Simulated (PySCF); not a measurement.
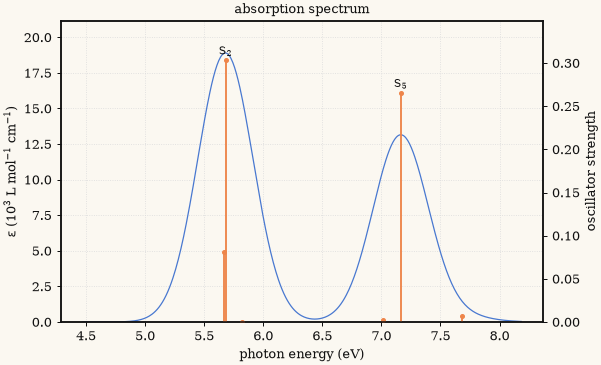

Vertical TDDFT excitations, PBE0/def2-SVPD in PySCF 2.14.0, at a GFN2-xTB geometry (no frequency check), gas phase. Only the first 6 singlet excitations are included; each is broadened by a Gaussian of 1/e half-width 0.33 eV. Sticks give oscillator strengths (right axis).

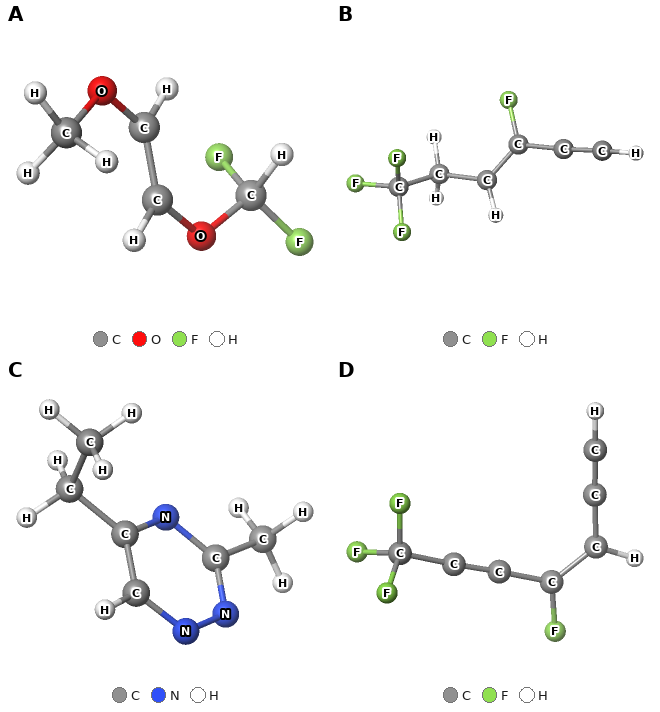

Whose absorption spectrum is this? The candidates are drawn in the second picture.

Structure B, C₆H₄F₄, SMILES C#C/C(F)=C/CC(F)(F)F. Its lowest singlet lies at 5.67 eV (f = 0.082) and the brightest of those computed is S2 at 5.68 eV (218 nm), f = 0.304, mainly HOMO → LUMO (66 %) (S1 lies within 0.06 eV, too close to order).

Caveats: states above the negative HOMO energy depend on the basis; the tight-binding geometry is rougher than a DFT one and adds to the error; one conformer of a flexible molecule; core orbitals are frozen in the response.
